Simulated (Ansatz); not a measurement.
## BH2Cl3: molecular dynamics (part 1 of 3)

- system: BH2Cl3
- method: RKS PBE0/def2-SVP (Ansatz 0.2.0)

It belongs to a series of runs on one base structure; here: dynamics from the highest image of the converged band. Figures and captions count atoms from 1; the log counts them from 0 in places.

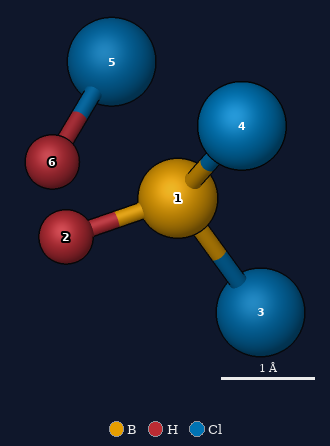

The input geometry (ball-and-stick view, seen at a tilt; atoms are numbered from 1 in the order of the input).

### Key numbers

```tsv
quantity	value
outcome	finished
mean temperature over the second half	1454 K
trajectory	200 steps, 100 fs
ensemble	nve
temperature in the input	100.0 K
time step	0.5 fs
potential energy (last step)	−38253.2299 eV
mean-field energy (last step)	−38253.2299 eV
largest force (length of the vector) (last step)	1.019 eV/Å
hardware	1 thread of Arm Neoverse V2, 24 GiB of memory available, shared host
wall time	8.8 min
peak memory	0.17 GiB
```

So short a trajectory is not equilibrated.

### The input
```yaml
crystal:
  periodic: [false, false, false]
  atoms:
    - { symbol: B, position_ang: [0.014291, -0.239645, 0.066367] }
    - { symbol: H, position_ang: [0.012346, 0.185326, 1.29183] }
    - { symbol: Cl, position_ang: [1.539922, 0.171267, -0.71804] }
    - { symbol: Cl, position_ang: [-1.537662, 0.102575, -0.699143] }
    - { symbol: Cl, position_ang: [0.062977, -2.249927, 0.688057] }
    - { symbol: H, position_ang: [0.037027, -0.893295, 1.390629] }
basis:
  gaussian: { orbitals: def2-SVP }
hamiltonian:
  xc: pbe0
md:
  timestep: 0.5
  n_steps: 200
  ensemble: nve
  temperature: 100.0
  initial_velocities: maxwell_boltzmann
  seed: 8283
```

Run as:
```bash
ansatz run input.yaml --threads 1 --pin off --max-ram 2048MiB --backend cpu --events-out ev --progress --plain --runs-dir out
```

### What the program printed
```
Engine: ansatz 0.2.0, aarch64-unknown-linux-gnu
Functional definition: PBE0
  parameter a = 0.25
  parameter kappa = 0.804
  parameter beta = 0.06672455060314922
  exchange = (1 - a)*pbe_x(kappa = kappa, mu = beta*pi^2/3) + a*exact_x
  correlation = pbe_c(beta = beta)
792 factors; integrals over basis functions are off by at most 3.6e-4 eV
mean field evaluation 1: about -38252.1789 eV, gradient 9.4e0 eV
mean field evaluation 2: about -38252.3344 eV, gradient 6.2e0 eV
mean field evaluation 4: about -38252.4318 eV, gradient 6.2e-1 eV
mean field evaluation 8: about -38252.4785 eV, gradient 5.4e-2 eV
mean field -38252.47855426 eV, -1405.7526584080 hartree, gradient 7.7e-5 eV, S^2 0.000000; 0 other end points of the search recorded, 0 dependent functions left out
the calculation of the forces begins
reference -38252.47857274 eV, -1405.7526590871 hartree; 29, 29 occupied and 49, 49 virtual orbitals, 792 factors
md step     0: t =     0.00 fs  T =   100.0 K  F+E_penalty+E_count = -38252.47855426 eV  E_kin = 0.051704 eV  conserved = -38252.42685026 eV  (24 SCF iters)
these checks for a lower state are left out or cut short: starts, cluster_reference, orbital_swaps, neighbouring_geometries, increment
792 factors; integrals over basis functions are off by at most 3.6e-4 eV
mean field evaluation 16: about -38252.4319 eV, gradient 3.7e-1 eV
mean field -38252.47830208 eV, -1405.7526491405 hartree, gradient 1.8e-5 eV, S^2 0.000000; 0 other end points of the search recorded, 0 dependent functions left out
the calculation of the forces begins
reference -38252.47832056 eV, -1405.7526498194 hartree; 29, 29 occupied and 49, 49 virtual orbitals, 792 factors
md step     1: t =     0.50 fs  T =    99.5 K  F+E_penalty+E_count = -38252.47830208 eV  E_kin = 0.051453 eV  conserved = -38252.42684865 eV  (23 SCF iters)
[... from here on the SCF iterations and repeated set-up lines of each step are left out, up to the last step ...]
md step     2: t =     1.00 fs  T =    98.1 K  F+E_penalty+E_count = -38252.47757235 eV  E_kin = 0.050728 eV  conserved = -38252.42684404 eV  (23 SCF iters)
md step     3: t =     1.50 fs  T =    95.9 K  F+E_penalty+E_count = -38252.47643815 eV  E_kin = 0.049601 eV  conserved = -38252.42683702 eV  (23 SCF iters)
md step     4: t =     2.00 fs  T =    93.2 K  F+E_penalty+E_count = -38252.47501050 eV  E_kin = 0.048182 eV  conserved = -38252.42682839 eV  (24 SCF iters)
md step     5: t =     2.50 fs  T =    90.1 K  F+E_penalty+E_count = -38252.47342402 eV  E_kin = 0.046604 eV  conserved = -38252.42681959 eV  (23 SCF iters)
md step     6: t =     3.00 fs  T =    87.0 K  F+E_penalty+E_count = -38252.47181812 eV  E_kin = 0.045006 eV  conserved = -38252.42681174 eV  (23 SCF iters)
md step     7: t =     3.50 fs  T =    84.2 K  F+E_penalty+E_count = -38252.47031882 eV  E_kin = 0.043513 eV  conserved = -38252.42680557 eV  (23 SCF iters)
md step     8: t =     4.00 fs  T =    81.7 K  F+E_penalty+E_count = -38252.46902434 eV  E_kin = 0.042223 eV  conserved = -38252.42680178 eV  (23 SCF iters)
md step     9: t =     4.50 fs  T =    79.7 K  F+E_penalty+E_count = -38252.46799554 eV  E_kin = 0.041195 eV  conserved = -38252.42680050 eV  (23 SCF iters)
md step    10: t =     5.00 fs  T =    78.2 K  F+E_penalty+E_count = -38252.46725442 eV  E_kin = 0.040453 eV  conserved = -38252.42680132 eV  (23 SCF iters)
md step    11: t =     5.50 fs  T =    77.3 K  F+E_penalty+E_count = -38252.46679013 eV  E_kin = 0.039987 eV  conserved = -38252.42680350 eV  (23 SCF iters)
md step    12: t =     6.00 fs  T =    76.9 K  F+E_penalty+E_count = -38252.46657065 eV  E_kin = 0.039765 eV  conserved = -38252.42680606 eV  (24 SCF iters)
md step    13: t =     6.50 fs  T =    76.9 K  F+E_penalty+E_count = -38252.46655803 eV  E_kin = 0.039750 eV  conserved = -38252.42680815 eV  (23 SCF iters)
md step    14: t =     7.00 fs  T =    77.2 K  F+E_penalty+E_count = -38252.46672315 eV  E_kin = 0.039914 eV  conserved = -38252.42680900 eV  (23 SCF iters)
md step    15: t =     7.50 fs  T =    77.8 K  F+E_penalty+E_count = -38252.46705798 eV  E_kin = 0.040250 eV  conserved = -38252.42680808 eV  (24 SCF iters)
md step    16: t =     8.00 fs  T =    78.9 K  F+E_penalty+E_count = -38252.46758296 eV  E_kin = 0.040778 eV  conserved = -38252.42680534 eV  (23 SCF iters)
md step    17: t =     8.50 fs  T =    80.4 K  F+E_penalty+E_count = -38252.46834835 eV  E_kin = 0.041547 eV  conserved = -38252.42680107 eV  (23 SCF iters)
md step    18: t =     9.00 fs  T =    82.5 K  F+E_penalty+E_count = -38252.46943006 eV  E_kin = 0.042634 eV  conserved = -38252.42679603 eV  (23 SCF iters)
md step    19: t =     9.50 fs  T =    85.3 K  F+E_penalty+E_count = -38252.47091984 eV  E_kin = 0.044129 eV  conserved = -38252.42679054 eV  (24 SCF iters)
md step    20: t =    10.00 fs  T =    89.2 K  F+E_penalty+E_count = -38252.47291458 eV  E_kin = 0.046129 eV  conserved = -38252.42678560 eV  (25 SCF iters)
md step    21: t =    10.50 fs  T =    94.2 K  F+E_penalty+E_count = -38252.47550251 eV  E_kin = 0.048721 eV  conserved = -38252.42678196 eV  (24 SCF iters)
md step    22: t =    11.00 fs  T =   100.5 K  F+E_penalty+E_count = -38252.47875145 eV  E_kin = 0.051971 eV  conserved = -38252.42678015 eV  (24 SCF iters)
md step    23: t =    11.50 fs  T =   108.2 K  F+E_penalty+E_count = -38252.48269977 eV  E_kin = 0.055919 eV  conserved = -38252.42678047 eV  (24 SCF iters)
md step    24: t =    12.00 fs  T =   117.1 K  F+E_penalty+E_count = -38252.48735151 eV  E_kin = 0.060569 eV  conserved = -38252.42678274 eV  (23 SCF iters)
md step    25: t =    12.50 fs  T =   127.4 K  F+E_penalty+E_count = -38252.49267772 eV  E_kin = 0.065891 eV  conserved = -38252.42678677 eV  (23 SCF iters)
md step    26: t =    13.00 fs  T =   138.9 K  F+E_penalty+E_count = -38252.49862239 eV  E_kin = 0.071831 eV  conserved = -38252.42679170 eV  (23 SCF iters)
md step    27: t =    13.50 fs  T =   151.5 K  F+E_penalty+E_count = -38252.50511490 eV  E_kin = 0.078318 eV  conserved = -38252.42679651 eV  (23 SCF iters)
md step    28: t =    14.00 fs  T =   164.9 K  F+E_penalty+E_count = -38252.51208579 eV  E_kin = 0.085286 eV  conserved = -38252.42680014 eV  (23 SCF iters)
md step    29: t =    14.50 fs  T =   179.3 K  F+E_penalty+E_count = -38252.51948390 eV  E_kin = 0.092682 eV  conserved = -38252.42680179 eV  (23 SCF iters)
md step    30: t =    15.00 fs  T =   194.4 K  F+E_penalty+E_count = -38252.52729052 eV  E_kin = 0.100490 eV  conserved = -38252.42680059 eV  (23 SCF iters)
md step    31: t =    15.50 fs  T =   210.3 K  F+E_penalty+E_count = -38252.53552935 eV  E_kin = 0.108733 eV  conserved = -38252.42679664 eV  (23 SCF iters)
md step    32: t =    16.00 fs  T =   227.2 K  F+E_penalty+E_count = -38252.54426623 eV  E_kin = 0.117476 eV  conserved = -38252.42679059 eV  (23 SCF iters)
md step    33: t =    16.50 fs  T =   245.3 K  F+E_penalty+E_count = -38252.55359968 eV  E_kin = 0.126816 eV  conserved = -38252.42678358 eV  (29 SCF iters)
md step    34: t =    17.00 fs  T =   264.7 K  F+E_penalty+E_count = -38252.56364302 eV  E_kin = 0.136866 eV  conserved = -38252.42677708 eV  (29 SCF iters)
md step    35: t =    17.50 fs  T =   285.7 K  F+E_penalty+E_count = -38252.57450166 eV  E_kin = 0.147729 eV  conserved = -38252.42677251 eV  (29 SCF iters)
md step    36: t =    18.00 fs  T =   308.4 K  F+E_penalty+E_count = -38252.58625122 eV  E_kin = 0.159480 eV  conserved = -38252.42677087 eV  (29 SCF iters)
md step    37: t =    18.50 fs  T =   333.0 K  F+E_penalty+E_count = -38252.59892227 eV  E_kin = 0.172150 eV  conserved = -38252.42677247 eV  (30 SCF iters)
md step    38: t =    19.00 fs  T =   359.2 K  F+E_penalty+E_count = -38252.61249568 eV  E_kin = 0.185719 eV  conserved = -38252.42677693 eV  (29 SCF iters)
md step    39: t =    19.50 fs  T =   387.1 K  F+E_penalty+E_count = -38252.62690950 eV  E_kin = 0.200126 eV  conserved = -38252.42678309 eV  (29 SCF iters)
md step    40: t =    20.00 fs  T =   416.4 K  F+E_penalty+E_count = -38252.64207587 eV  E_kin = 0.215286 eV  conserved = -38252.42678975 eV  (25 SCF iters)
md step    41: t =    20.50 fs  T =   447.0 K  F+E_penalty+E_count = -38252.65790184 eV  E_kin = 0.231106 eV  conserved = -38252.42679561 eV  (29 SCF iters)
md step    42: t =    21.00 fs  T =   478.7 K  F+E_penalty+E_count = -38252.67430964 eV  E_kin = 0.247510 eV  conserved = -38252.42679954 eV  (29 SCF iters)
md step    43: t =    21.50 fs  T =   511.5 K  F+E_penalty+E_count = -38252.69125150 eV  E_kin = 0.264450 eV  conserved = -38252.42680136 eV  (29 SCF iters)
md step    44: t =    22.00 fs  T =   545.2 K  F+E_penalty+E_count = -38252.70871397 eV  E_kin = 0.281913 eV  conserved = -38252.42680139 eV  (30 SCF iters)
md step    45: t =    22.50 fs  T =   580.1 K  F+E_penalty+E_count = -38252.72671307 eV  E_kin = 0.299912 eV  conserved = -38252.42680057 eV  (29 SCF iters)
md step    46: t =    23.00 fs  T =   616.0 K  F+E_penalty+E_count = -38252.74527998 eV  E_kin = 0.318480 eV  conserved = -38252.42680003 eV  (29 SCF iters)
md step    47: t =    23.50 fs  T =   653.0 K  F+E_penalty+E_count = -38252.76444098 eV  E_kin = 0.337640 eV  conserved = -38252.42680127 eV  (29 SCF iters)
md step    48: t =    24.00 fs  T =   691.2 K  F+E_penalty+E_count = -38252.78419379 eV  E_kin = 0.357388 eV  conserved = -38252.42680561 eV  (29 SCF iters)
md step    49: t =    24.50 fs  T =   730.4 K  F+E_penalty+E_count = -38252.80448586 eV  E_kin = 0.377672 eV  conserved = -38252.42681427 eV  (29 SCF iters)
md step    50: t =    25.00 fs  T =   770.5 K  F+E_penalty+E_count = -38252.82519779 eV  E_kin = 0.398370 eV  conserved = -38252.42682779 eV  (29 SCF iters)
md step    51: t =    25.50 fs  T =   810.9 K  F+E_penalty+E_count = -38252.84613766 eV  E_kin = 0.419292 eV  conserved = -38252.42684539 eV  (29 SCF iters)
md step    52: t =    26.00 fs  T =   851.4 K  F+E_penalty+E_count = -38252.86705127 eV  E_kin = 0.440186 eV  conserved = -38252.42686573 eV  (29 SCF iters)
md step    53: t =    26.50 fs  T =   891.2 K  F+E_penalty+E_count = -38252.88764715 eV  E_kin = 0.460761 eV  conserved = -38252.42688638 eV  (29 SCF iters)
md step    54: t =    27.00 fs  T =   929.8 K  F+E_penalty+E_count = -38252.90763605 eV  E_kin = 0.480732 eV  conserved = -38252.42690428 eV  (29 SCF iters)
md step    55: t =    27.50 fs  T =   966.8 K  F+E_penalty+E_count = -38252.92677669 eV  E_kin = 0.499860 eV  conserved = -38252.42691671 eV  (29 SCF iters)
md step    56: t =    28.00 fs  T =  1001.8 K  F+E_penalty+E_count = -38252.94491619 eV  E_kin = 0.517994 eV  conserved = -38252.42692242 eV  (30 SCF iters)
md step    57: t =    28.50 fs  T =  1034.9 K  F+E_penalty+E_count = -38252.96201143 eV  E_kin = 0.535090 eV  conserved = -38252.42692146 eV  (29 SCF iters)
md step    58: t =    29.00 fs  T =  1066.1 K  F+E_penalty+E_count = -38252.97812433 eV  E_kin = 0.551208 eV  conserved = -38252.42691594 eV  (25 SCF iters)
md step    59: t =    29.50 fs  T =  1095.6 K  F+E_penalty+E_count = -38252.99338753 eV  E_kin = 0.566478 eV  conserved = -38252.42690915 eV  (29 SCF iters)
md step    60: t =    30.00 fs  T =  1123.8 K  F+E_penalty+E_count = -38253.00795132 eV  E_kin = 0.581047 eV  conserved = -38252.42690449 eV  (29 SCF iters)
md step    61: t =    30.50 fs  T =  1150.8 K  F+E_penalty+E_count = -38253.02192843 eV  E_kin = 0.595024 eV  conserved = -38252.42690440 eV  (29 SCF iters)
md step    62: t =    31.00 fs  T =  1176.8 K  F+E_penalty+E_count = -38253.03535316 eV  E_kin = 0.608443 eV  conserved = -38252.42690979 eV  (29 SCF iters)
md step    63: t =    31.50 fs  T =  1201.5 K  F+E_penalty+E_count = -38253.04816447 eV  E_kin = 0.621244 eV  conserved = -38252.42692004 eV  (29 SCF iters)
md step    64: t =    32.00 fs  T =  1224.8 K  F+E_penalty+E_count = -38253.06021569 eV  E_kin = 0.633283 eV  conserved = -38252.42693293 eV  (29 SCF iters)
md step    65: t =    32.50 fs  T =  1246.3 K  F+E_penalty+E_count = -38253.07130894 eV  E_kin = 0.644364 eV  conserved = -38252.42694517 eV  (29 SCF iters)
md step    66: t =    33.00 fs  T =  1265.5 K  F+E_penalty+E_count = -38253.08124676 eV  E_kin = 0.654294 eV  conserved = -38252.42695310 eV  (29 SCF iters)
md step    67: t =    33.50 fs  T =  1282.2 K  F+E_penalty+E_count = -38253.08988598 eV  E_kin = 0.662932 eV  conserved = -38252.42695447 eV  (29 SCF iters)
md step    68: t =    34.00 fs  T =  1296.3 K  F+E_penalty+E_count = -38253.09717253 eV  E_kin = 0.670223 eV  conserved = -38252.42694948 eV  (29 SCF iters)
md step    69: t =    34.50 fs  T =  1307.8 K  F+E_penalty+E_count = -38253.10314716 eV  E_kin = 0.676208 eV  conserved = -38252.42693932 eV  (29 SCF iters)
md step    70: t =    35.00 fs  T =  1317.1 K  F+E_penalty+E_count = -38253.10793220 eV  E_kin = 0.681007 eV  conserved = -38252.42692500 eV  (29 SCF iters)
md step    71: t =    35.50 fs  T =  1324.5 K  F+E_penalty+E_count = -38253.11170987 eV  E_kin = 0.684801 eV  conserved = -38252.42690908 eV  (29 SCF iters)
md step    72: t =    36.00 fs  T =  1330.2 K  F+E_penalty+E_count = -38253.11468648 eV  E_kin = 0.687792 eV  conserved = -38252.42689465 eV  (29 SCF iters)
md step    73: t =    36.50 fs  T =  1334.8 K  F+E_penalty+E_count = -38253.11704817 eV  E_kin = 0.690163 eV  conserved = -38252.42688467 eV  (29 SCF iters)
md step    74: t =    37.00 fs  T =  1338.5 K  F+E_penalty+E_count = -38253.11892168 eV  E_kin = 0.692041 eV  conserved = -38252.42688026 eV  (29 SCF iters)
md step    75: t =    37.50 fs  T =  1341.2 K  F+E_penalty+E_count = -38253.12035752 eV  E_kin = 0.693477 eV  conserved = -38252.42688101 eV  (29 SCF iters)
md step    76: t =    38.00 fs  T =  1343.1 K  F+E_penalty+E_count = -38253.12133655 eV  E_kin = 0.694451 eV  conserved = -38252.42688535 eV  (26 SCF iters)
md step    77: t =    38.50 fs  T =  1344.0 K  F+E_penalty+E_count = -38253.12179506 eV  E_kin = 0.694904 eV  conserved = -38252.42689082 eV  (29 SCF iters)
md step    78: t =    39.00 fs  T =  1343.7 K  F+E_penalty+E_count = -38253.12166342 eV  E_kin = 0.694769 eV  conserved = -38252.42689456 eV  (29 SCF iters)
md step    79: t =    39.50 fs  T =  1342.3 K  F+E_penalty+E_count = -38253.12091195 eV  E_kin = 0.694018 eV  conserved = -38252.42689346 eV  (29 SCF iters)
md step    80: t =    40.00 fs  T =  1339.8 K  F+E_penalty+E_count = -38253.11959423 eV  E_kin = 0.692708 eV  conserved = -38252.42688575 eV  (29 SCF iters)
md step    81: t =    40.50 fs  T =  1336.5 K  F+E_penalty+E_count = -38253.11787060 eV  E_kin = 0.690999 eV  conserved = -38252.42687151 eV  (29 SCF iters)
md step    82: t =    41.00 fs  T =  1332.9 K  F+E_penalty+E_count = -38253.11600775 eV  E_kin = 0.689150 eV  conserved = -38252.42685787 eV  (29 SCF iters)
md step    83: t =    41.50 fs  T =  1329.7 K  F+E_penalty+E_count = -38253.11432231 eV  E_kin = 0.687484 eV  conserved = -38252.42683837 eV  (29 SCF iters)
md step    84: t =    42.00 fs  T =  1327.4 K  F+E_penalty+E_count = -38253.11315110 eV  E_kin = 0.686329 eV  conserved = -38252.42682201 eV  (29 SCF iters)
md step    85: t =    42.50 fs  T =  1326.7 K  F+E_penalty+E_count = -38253.11276363 eV  E_kin = 0.685951 eV  conserved = -38252.42681298 eV  (29 SCF iters)
md step    86: t =    43.00 fs  T =  1327.7 K  F+E_penalty+E_count = -38253.11330668 eV  E_kin = 0.686494 eV  conserved = -38252.42681285 eV  (29 SCF iters)
md step    87: t =    43.50 fs  T =  1330.6 K  F+E_penalty+E_count = -38253.11477484 eV  E_kin = 0.687954 eV  conserved = -38252.42682118 eV  (29 SCF iters)
md step    88: t =    44.00 fs  T =  1334.9 K  F+E_penalty+E_count = -38253.11701741 eV  E_kin = 0.690182 eV  conserved = -38252.42683521 eV  (29 SCF iters)
```
